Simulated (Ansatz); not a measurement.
## Localised basis functions on SnO2(001) slab (96 atoms)

Aim: test how closely localised support functions follow the reference on SnO2(001) slab (96 atoms), and at what cost. A setting counts as converged where the r.m.s. difference of forces stays under 1 % of the r.m.s. force.

Calculated with Ansatz 0.2.0; Kohn-Sham DFT, PBE, PAW (set soft_2), plane waves.

### 1. The structure

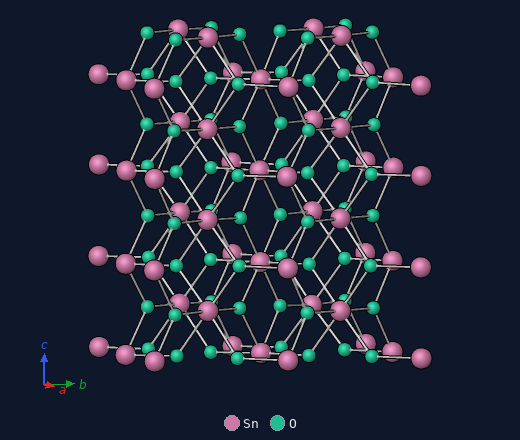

The starting structure, seen from the side, with the c axis up (tin pink, oxygen teal). Some periodic images of atoms are drawn too.

The cell holds 96 atoms: 32 Sn and 64 O. Its edges and angles: a = 9.474 Å, b = 9.474 Å, c = 23.151 Å, α = 90.0°, β = 90.0°, γ = 90.0°. It derives from SnO2 (rutile). Rutile SnO2 (cell 4.737, 4.737, 3.186, 90, 90, 90), (001) slab of 4 repeat layers, 2 x 2 surface cells, 12 Å of vacuum; atoms within 3.5 Å of the bottom held; not relaxed, displaced by a Gaussian of 0.02 Å. Vacuum lies along c.

What the set-up can't give: Beside vacuum, support functions can miss their usual error bounds without a warning. Only the Γ point is sampled, in a cell whose shortest periodic width is 9 Å.

### 2. Plane-wave single point

The first run uses the default basis; a harder plane-wave run follows as the reference for the support functions.

input.yaml reads:

```yaml
crystal:
  lattice:
    - [9.474, 0.0, 0.0]
    - [0.0, 9.474, 0.0]
    - [0.0, 0.0, 23.151]
  atoms:
    - { symbol: Sn, position: [0.99797, 0.00175, 0.25974] }
    - { symbol: Sn, position: [0.25095, 0.25062, 0.32914] }
    - { symbol: O, position: [0.15302, 0.15437, 0.25937] }
    - { symbol: O, position: [0.34694, 0.34778, 0.25783] }
    - { symbol: O, position: [0.09581, 0.40234, 0.32783] }
    - { symbol: O, position: [0.40421, 0.09807, 0.32849] }
    - { symbol: Sn, position: [0.00322, 0.99862, 0.39673] }
    - { symbol: Sn, position: [0.24714, 0.25285, 0.46668] }
    - { symbol: O, position: [0.15544, 0.15477, 0.39733] }
    - { symbol: O, position: [0.34535, 0.34763, 0.39726] }
    - { symbol: O, position: [0.09452, 0.40228, 0.46488] }
    - { symbol: O, position: [0.40407, 0.09926, 0.46558] }
    - { symbol: Sn, position: [0.99942, 0.00109, 0.5343] }
    - { symbol: Sn, position: [0.25142, 0.25272, 0.60239] }
    - { symbol: O, position: [0.15398, 0.15091, 0.5344] }
    - { symbol: O, position: [0.34552, 0.34875, 0.53544] }
    - { symbol: O, position: [0.09519, 0.40024, 0.60173] }
    - { symbol: O, position: [0.40325, 0.09624, 0.60306] }
    - { symbol: Sn, position: [0.99765, 0.00018, 0.66997] }
    - { symbol: Sn, position: [0.25041, 0.2456, 0.74159] }
    - { symbol: O, position: [0.15722, 0.15042, 0.67266] }
    - { symbol: O, position: [0.3496, 0.34714, 0.67018] }
    - { symbol: O, position: [0.0965, 0.40208, 0.74018] }
    - { symbol: O, position: [0.40369, 0.09718, 0.74056] }
    - { symbol: Sn, position: [0.99934, 0.50206, 0.25886] }
    - { symbol: Sn, position: [0.25166, 0.7462, 0.32515] }
    - { symbol: O, position: [0.15217, 0.65285, 0.25978] }
    - { symbol: O, position: [0.34247, 0.85081, 0.25914] }
    - { symbol: O, position: [0.09126, 0.90375, 0.32742] }
    - { symbol: O, position: [0.40227, 0.59606, 0.32793] }
    - { symbol: Sn, position: [3.0e-05, 0.50065, 0.39739] }
    - { symbol: Sn, position: [0.24809, 0.74978, 0.466] }
    - { symbol: O, position: [0.15036, 0.65199, 0.39668] }
    - { symbol: O, position: [0.34385, 0.85077, 0.39664] }
    - { symbol: O, position: [0.09825, 0.90236, 0.46564] }
    - { symbol: O, position: [0.40446, 0.59643, 0.46498] }
    - { symbol: Sn, position: [0.99768, 0.49801, 0.53523] }
    - { symbol: Sn, position: [0.25226, 0.75111, 0.60328] }
    - { symbol: O, position: [0.15643, 0.65339, 0.53464] }
    - { symbol: O, position: [0.34611, 0.84619, 0.53611] }
    - { symbol: O, position: [0.09593, 0.90574, 0.60348] }
    - { symbol: O, position: [0.40503, 0.59831, 0.60239] }
    - { symbol: Sn, position: [0.99895, 0.5032, 0.67033] }
    - { symbol: Sn, position: [0.24979, 0.75306, 0.74071] }
    - { symbol: O, position: [0.15622, 0.65294, 0.67335] }
    - { symbol: O, position: [0.3513, 0.84541, 0.6728] }
    - { symbol: O, position: [0.09728, 0.90442, 0.74163] }
    - { symbol: O, position: [0.40308, 0.59549, 0.74119] }
    - { symbol: Sn, position: [0.50049, 0.99665, 0.25872] }
    - { symbol: Sn, position: [0.74927, 0.25337, 0.32907] }
    - { symbol: O, position: [0.65482, 0.15656, 0.25976] }
    - { symbol: O, position: [0.84679, 0.34351, 0.25942] }
    - { symbol: O, position: [0.59704, 0.40367, 0.32918] }
    - { symbol: O, position: [0.9045, 0.09743, 0.32686] }
    - { symbol: Sn, position: [0.49532, 0.99792, 0.3957] }
    - { symbol: Sn, position: [0.75047, 0.25103, 0.46611] }
    - { symbol: O, position: [0.65264, 0.15513, 0.39539] }
    - { symbol: O, position: [0.84662, 0.34998, 0.39836] }
    - { symbol: O, position: [0.59602, 0.40709, 0.46501] }
    - { symbol: O, position: [0.90057, 0.09515, 0.46451] }
    - { symbol: Sn, position: [0.49802, 0.00062, 0.53581] }
    - { symbol: Sn, position: [0.74726, 0.25132, 0.60254] }
    - { symbol: O, position: [0.65315, 0.15455, 0.53675] }
    - { symbol: O, position: [0.84445, 0.34593, 0.53424] }
    - { symbol: O, position: [0.59125, 0.4041, 0.60237] }
    - { symbol: O, position: [0.90165, 0.0941, 0.60368] }
    - { symbol: Sn, position: [0.50267, 0.99874, 0.67185] }
    - { symbol: Sn, position: [0.75009, 0.25317, 0.74016] }
    - { symbol: O, position: [0.65257, 0.15314, 0.67258] }
    - { symbol: O, position: [0.84726, 0.34668, 0.6719] }
    - { symbol: O, position: [0.59824, 0.40347, 0.74126] }
    - { symbol: O, position: [0.90499, 0.09965, 0.74082] }
    - { symbol: Sn, position: [0.50402, 0.5034, 0.25951] }
    - { symbol: Sn, position: [0.74983, 0.74945, 0.32695] }
    - { symbol: O, position: [0.65322, 0.65221, 0.25823] }
    - { symbol: O, position: [0.84509, 0.84781, 0.26004] }
    - { symbol: O, position: [0.59815, 0.9047, 0.32722] }
    - { symbol: O, position: [0.90116, 0.59385, 0.32778] }
    [... 12 atom lines left out ...]
    - { symbol: Sn, position: [0.50026, 0.50323, 0.67087] }
    - { symbol: Sn, position: [0.75669, 0.75157, 0.74085] }
    - { symbol: O, position: [0.65786, 0.6511, 0.67215] }
    - { symbol: O, position: [0.84618, 0.85072, 0.67235] }
    - { symbol: O, position: [0.59498, 0.9016, 0.74221] }
    - { symbol: O, position: [0.90277, 0.59528, 0.74137] }
kpoints:
  mp_grid: { grid: [1, 1, 1] }
hamiltonian:
  xc: pbe
scf:
  occupations: { method: gaussian, width: 0.025 }
output:
  forces: true
  populations: intrinsic
  dos:
    method: { smearing: { sigma: 0.1 } }
    de: 0.1
    projected: { site_lists: { O: [O], Sn: [Sn] } }
  eigenvalues: true
  write_density: true
  write_potential: true
  volumetric_format: npy
```

Command:

```
$ ansatz run input.yaml --threads 4 --pin off --max-ram 15872MiB --backend cpu --events-out ev --progress --plain --runs-dir out
```

Numbers of over 12 decimals in the logs are rounded to 6 here.

Log:

```text
Engine: ansatz 0.2.0, aarch64-unknown-linux-gnu
Pseudopotentials: kind: paw
Pseudopotential: Sn, paw, valence charge 14, recommended cutoff 420 eV (normal), Sn.paw.azcp
Pseudopotential: O, paw, valence charge 6, recommended cutoff 420 eV (normal), O.paw.azcp
[... 5 lines on functional and potentials left out ...]
Crystal: 96 atoms, lattice volume = 2077.957 Å³
Basis set: ecut = 420 eV, 40605 PW (Γ), exchange–correlation on 128×128×320 points (8 copies of the dense FFT grid, shifted against one another)
Bands: 512, of which v1, the nominal top of the filled ones, is band 416 counted from 1 (415 counted from 0)
Symmetry: 1 space group operations
Space group: P1 (ITA 1), of the structure as read, at distance tolerance 1.3e-4 Å
k-points: 1
[... 5 lines on functional and potentials left out ...]
Initial density: superposition of atomic densities (neutral atoms: chi_scale 0, normalization atom), corrected by the library's trained network
Initial wavefunctions: pseudopotential atomic-orbital guess
Functional: x = pbe(κ = 0.804, μ = 0.219515), c = pbe(β = 0.066725)
SCF iter   1: F=—  HF=-229059.099476 eV  |F-HF|=—  |Δ(HF+E_count)|=         —  Δρ=5.17e-3  dr2=2.15e0  ethr=1.77e-3  ⟨swp⟩=7.0  Hψ=2313  notcnv=0  defer=57
preconditioner: auto → LDOS  [insulator: Δε(μ)=0.046 eV  Ē_g=18.368 eV  σ=0.025 eV  W_gap=0.81  n_scr=444 (ndim 8)  ℏωp=23.5 eV  f_vac=0.407  D(μ)=45.03/eV (n_scr^D=254)  ε∞_Penn≈2.6  β→1.0]
SCF iter   2: F=—  HF=-229058.807415 eV  |F-HF|=—  |Δ(HF+E_count)|=   2.92e-1  Δρ=7.13e-3  dr2=1.72e0  ethr=2.58e-4  ⟨swp⟩=2.0  Hψ=600  notcnv=0  defer=87
SCF iter   3: F=—  HF=-229058.727657 eV  |F-HF|=—  |Δ(HF+E_count)|=   7.98e-2  Δρ=3.40e-3  dr2=5.58e-1  ethr=2.06e-4  ⟨swp⟩=2.0  Hψ=433  notcnv=0  defer=87
SCF iter   4: F=—  HF=-229058.751999 eV  |F-HF|=—  |Δ(HF+E_count)|=   2.43e-2  Δρ=4.82e-3  dr2=1.57e0  ethr=6.71e-5  ⟨swp⟩=2.0  Hψ=556  notcnv=0  defer=87  recentre
SCF iter   5: F=—  HF=-229058.707549 eV  |F-HF|=—  |Δ(HF+E_count)|=   4.45e-2  Δρ=1.31e-3  dr2=4.64e-2  ethr=6.71e-5  ⟨swp⟩=2.0  Hψ=433  notcnv=0  defer=87
SCF iter   6: F=—  HF=-229058.709325 eV  |F-HF|=—  |Δ(HF+E_count)|=   1.78e-3  Δρ=8.19e-4  dr2=3.15e-2  ethr=5.57e-6  ⟨swp⟩=2.0  Hψ=592  notcnv=0  defer=87
SCF iter   7: F=—  HF=-229058.708445 eV  |F-HF|=—  |Δ(HF+E_count)|=   8.80e-4  Δρ=6.93e-4  dr2=1.60e-2  ethr=3.78e-6  ⟨swp⟩=1.0  Hψ=425  notcnv=0  defer=87
SCF iter   8: F=—  HF=-229058.708414 eV  |F-HF|=—  |Δ(HF+E_count)|=   3.15e-5  Δρ=5.98e-4  dr2=1.82e-2  ethr=1.93e-6  ⟨swp⟩=2.0  Hψ=432  notcnv=0  defer=87
SCF iter   9: F=—  HF=-229058.707980 eV  |F-HF|=—  |Δ(HF+E_count)|=   4.34e-4  Δρ=3.53e-4  dr2=4.22e-3  ethr=1.93e-6  ⟨swp⟩=1.0  Hψ=425  notcnv=0  defer=87
SCF iter  10: F=—  HF=-229058.707980 eV  |F-HF|=—  |Δ(HF+E_count)|=   1.39e-7  Δρ=2.68e-4  dr2=2.40e-3  ethr=5.07e-7  ⟨swp⟩=1.0  Hψ=425  notcnv=0  defer=87
[...]
SCF iter  15: F=—  HF=-229058.710469 eV  |F-HF|=—  |Δ(HF+E_count)|=   2.51e-3  Δρ=3.61e-5  dr2=3.97e-5  ethr=1.05e-8  ⟨swp⟩=2.0  Hψ=426  notcnv=0  defer=87
SCF iter  16: F=—  HF=-229058.710473 eV  |F-HF|=—  |Δ(HF+E_count)|=   4.20e-6  Δρ=2.85e-5  dr2=2.20e-5  ethr=4.77e-9  ⟨swp⟩=1.0  Hψ=425  notcnv=0  defer=87
SCF iter  17: F=—  HF=-229058.710475 eV  |F-HF|=—  |Δ(HF+E_count)|=   1.60e-6  Δρ=2.00e-5  dr2=1.41e-5  ethr=2.64e-9  ⟨swp⟩=1.0  Hψ=425  notcnv=0  defer=87
SCF iter  18: F=—  HF=-229058.710477 eV  |F-HF|=—  |Δ(HF+E_count)|=   2.65e-6  Δρ=1.39e-5  dr2=6.71e-6  ethr=1.70e-9  ⟨swp⟩=2.0  Hψ=426  notcnv=0  defer=87
SCF iter  19: F=—  HF=-229058.710478 eV  |F-HF|=—  |Δ(HF+E_count)|=   9.96e-7  Δρ=1.06e-5  dr2=3.92e-6  ethr=8.07e-10  ⟨swp⟩=1.0  Hψ=425  notcnv=0  defer=87
SCF iter  20: F=—  HF=-229058.710480 eV  |F-HF|=—  |Δ(HF+E_count)|=   1.24e-6  Δρ=7.93e-6  dr2=1.90e-6  ethr=4.72e-10  ⟨swp⟩=2.0  Hψ=429  notcnv=0  defer=87
SCF iter  21: F=—  HF=-229058.710480 eV  |F-HF|=—  |Δ(HF+E_count)|=   4.68e-7  Δρ=5.93e-6  dr2=9.56e-7  ethr=2.29e-10  ⟨swp⟩=2.0  Hψ=429  notcnv=0  defer=87
SCF iter  22: F=—  HF=-229058.710480 eV  |F-HF|=—  |Δ(HF+E_count)|=   1.68e-7  Δρ=4.35e-6  dr2=5.83e-7  ethr=1.15e-10  ⟨swp⟩=2.0  Hψ=428  notcnv=0  defer=87
SCF iter  23: F=—  HF=-229058.710481 eV  |F-HF|=—  |Δ(HF+E_count)|=   2.92e-7  Δρ=2.69e-6  dr2=2.81e-7  ethr=7.00e-11  ⟨swp⟩=2.0  Hψ=429  notcnv=0  defer=87
SCF iter  24: F=-229058.710481 eV  HF=-229058.710481 eV  |F-HF|=2.67e-8  |Δ(HF+E_count)|=   1.11e-7  Δρ=1.50e-6  dr2=8.69e-8  ethr=1.20e-11  ⟨swp⟩=21.0  Hψ=4525  notcnv=0
SCF 1 converged in 24 iterations: F = -229058.710481 eV  dr2 = 8.69e-8
  greatest PAW one-centre occupation: 0.996 electrons in one spin orbital (limit 2), on the Sn atom at site 84 (counted from 0), in its partial waves of l = 2
WARN: The output density's exchange-correlation potential varies sharply where the density is thin. Do not read a vacuum level from v_tot or v_xc, or from such a field of the output density. On a cell that repeats whose density bears no net charge and no dipole along the vacuum's axis use v_es (v_loc + v_h of the components); [...]
SCF converged after 24 iterations
Free energy (F): -229058.710481 eV
Harris-Foulkes:  -229058.710481 eV  (|F-HF|=2.67e-8)
Internal energy: -229058.670555 eV  (E = F + TS)
E sigma→0 (E₀):  -229058.690518 eV
Entropy (-TS):   -0.039926 eV (-0.416 meV/atom)
Fermi energy:    2.641476 eV
--- Per-component energies (eV) ---
  E_band       = -7489.456668
  E_kinetic    = 17276.404529
  E_local      = -595277.437429  (includes V_loc(G=0)·N_el)
  E_nonlocal   = 2146.373334
  E_hartree    = 295775.621307
  E_xc         = -16863.053791
  E_vxc        = -8997.152679  (∫ρ·V_xc dr)
  E_paw        = -142829.167465  (= ΣΔE_a)
  E_vpaw       = -14189.065510  (= ΣTr[D̂ρ^β])
  E_aug_tail   = 0.157724  (compensation charges beyond the density's cutoff)
  E_ewald      = 210712.431235
  E_smearing   = -0.039926  (= −TS)
  E_closure    = 0.000000  (closes the sum)
  Σ components = -229058.710481   (vs F -229058.710481, Δ=0.00e0)
--- Forces (eV/Å), atoms counted from 1 ---
  atom   1  Sn     0.08665228     0.03484848     1.42461873
  atom   2  Sn    -0.01257702     0.16297466    -1.75371811
  atom   3  O     -0.97934486    -1.07328966    -1.39486035
  atom   4  O      1.18846299     1.21846697    -1.22498199
  atom   5  O      0.18054871    -0.12950065     0.00166191
  atom   6  O     -0.24581237     0.24682785    -0.55939616
  atom   7  Sn    -0.71475448     0.01251956    -0.29413438
  atom   8  Sn     0.63142614    -0.38142774    -0.56639111
  atom   9  O     -0.53380004    -0.54334392     0.31032621
  atom  10  O      0.28979313     0.36366239     0.34623372
  atom  11  O      0.09730140    -0.05213315     0.67401898
  atom  12  O     -0.04280947     0.02654420     0.20667298
  atom  13  Sn    -0.05042518    -0.06656838    -0.16112521
  atom  14  Sn    -0.06763286    -0.81521528     1.17070448
[...]
atom  95  O      1.30392740    -1.26123787     1.41024062
  atom  96  O     -0.78695466     0.94115172     1.33339674
  max |Σ_I F_I| component: 5.29e-5 eV/Å
--- Band table (eV) ---
  k-point 0: bands = ["-18.5246", "-18.5104", "-18.5037", "-18.4947", [... 496 levels ...], "11.5596", "11.7879", "11.8010", "11.8269", "11.8362", "11.8685", "11.8728", "11.9022", "11.9167", "12.0265", "12.1910", "12.1963"]
--- intrinsic populations: 96 sites ---
  site symbol       q [e]
     0     Sn     12.3928
     1     Sn     12.2694
     2      O      6.7928
[...]
95      O      6.8065
  spilling = 0.000000 (of n_electrons = 832.000000)
```

Wall time 71 s (4 threads of Arm Neoverse V1, shared host); peak memory 2.9 GiB.

In the SCF lines HF is the Harris–Foulkes energy and dr2 the Hartree energy of the density residual, in eV; the loop may stop once dr2 is under the threshold and the program's other checks hold. Hψ counts applications of the Hamiltonian.

The program notes that the exchange-correlation potential is rough where the density is thin.

The run gave:

* free energy: -229058.7105 eV
* free energy per atom: -2386.0282 eV/atom
* SCF cycles: 24
* r.m.s. force component: 0.783 eV/Å
* longest force: 2.699 eV/Å
* Fermi energy: 2.641 eV
* levels partly filled by over 2 per cent: 4
* potential in mid-vacuum, over the Fermi level: 5.703 eV
* potential 4.5 Å over the upper face: 5.7 eV
* potential 4.5 Å under the lower face: 5.705 eV

The r.m.s. force component of 0.78 eV/Å sets the scale for the differences below.

### 3. Plane waves at 750 eV (750 eV)

A harder cutoff gives the support functions a reference with less basis error.

input.yaml, the sections that differ from step 2:

```yaml
output:
  forces: true
  eigenvalues: true
basis:
  ecutwfc: "750 eV"
# crystal, kpoints, hamiltonian, scf: as in step 2
```

Log:

```text
[...]
Crystal: 96 atoms, lattice volume = 2077.957 Å³
Basis set: ecut = 750 eV, 96827 PW (Γ), exchange–correlation on 180×180×432 points (8 copies of the dense FFT grid, shifted against one another)
Bands: 512, of which v1, the nominal top of the filled ones, is band 416 counted from 1 (415 counted from 0)
Symmetry: 1 space group operations
[...]
k-points: 1
[...]
SCF iter   1: F=—  HF=-229059.719951 eV  |F-HF|=—  |Δ(HF+E_count)|=         —  Δρ=5.28e-3  dr2=2.17e0  ethr=1.77e-3  ⟨swp⟩=6.0  Hψ=1944  notcnv=0  defer=61
[...]
SCF iter   4: F=—  HF=-229059.358072 eV  |F-HF|=—  |Δ(HF+E_count)|=   2.62e-3  Δρ=5.05e-3  dr2=1.57e0  ethr=6.86e-5  ⟨swp⟩=2.0  Hψ=628  notcnv=0  defer=57  recentre
automatic band count: iteration 4 solves 482 bands in place of 512: the levels show a gap, and the empty bands left out lie too high to hold charge; the band table lists the bands solved (type scf.n_extra_bands for more)
SCF iter   5: F=—  HF=-229059.308488 eV  |F-HF|=—  |Δ(HF+E_count)|=   4.96e-2  Δρ=1.23e-3  dr2=4.18e-2  ethr=6.86e-5  ⟨swp⟩=2.0  Hψ=433  notcnv=0  defer=57
[...]
SCF iter   8: F=—  HF=-229059.305556 eV  |F-HF|=—  |Δ(HF+E_count)|=   1.32e-3  Δρ=5.67e-4  dr2=9.07e-3  ethr=2.72e-6  ⟨swp⟩=2.0  Hψ=428  notcnv=0  defer=87
[...]
SCF iter  24: F=—  HF=-229059.305937 eV  |F-HF|=—  |Δ(HF+E_count)|=  1.75e-10  Δρ=1.57e-6  dr2=1.03e-7  ethr=2.74e-11  ⟨swp⟩=2.0  Hψ=647  notcnv=0  defer=87
SCF iter  25: F=-229059.305937 eV  HF=-229059.305937 eV  |F-HF|=6.80e-8  |Δ(HF+E_count)|=  1.16e-10  Δρ=1.26e-6  dr2=6.91e-8  ethr=1.20e-11  ⟨swp⟩=18.0  Hψ=3230  notcnv=0
SCF 1 converged in 25 iterations: F = -229059.305937 eV  dr2 = 6.91e-8
[...]
SCF converged after 25 iterations
Free energy (F): -229059.305937 eV
[...]
Internal energy: -229059.266119 eV  (E = F + TS)
E sigma→0 (E₀):  -229059.286028 eV
Entropy (-TS):   -0.039818 eV (-0.415 meV/atom)
Fermi energy:    2.642097 eV
[...]
Σ components = -229059.305937   (vs F -229059.305937, Δ=0.00e0)
--- Forces (eV/Å), atoms counted from 1 ---
  atom   1  Sn     0.08612228     0.03557250     1.43062733
  atom   2  Sn    -0.01244705     0.16316978    -1.75235249
  atom   3  O     -0.98048148    -1.07462030    -1.39479572
  atom   4  O      1.18912271     1.21954032    -1.22511882
[...]
atom  96  O     -0.78878175     0.94275577     1.33324748
  max |Σ_I F_I| component: 5.29e-5 eV/Å
--- Band table (eV) ---
[...]
```

The job ended after 2.4 min (4 threads; peak memory 6.2 GiB; 9.2 min of CPU time).

Forces differ from the reference by 1.2 meV/Å r.m.s., 0.15 % of their size, well within a tolerance of 1 %; the energy by -6.2 meV/atom. It took 2.4 min and 25 cycles; the reference's time can't be set against it, since the two runs asked for unlike analyses.

(Continued in part 2 of 4.)

[Logs are printed without paths, hosts, clocks, repeated set-up lines and the standing remarks that a program may print on its own settings, such as how far it seeks lower states.]

[Hosts, paths, dates, database ids (printed as entryN), source tags and the programs' standing remarks are cut or masked in the printed files.]
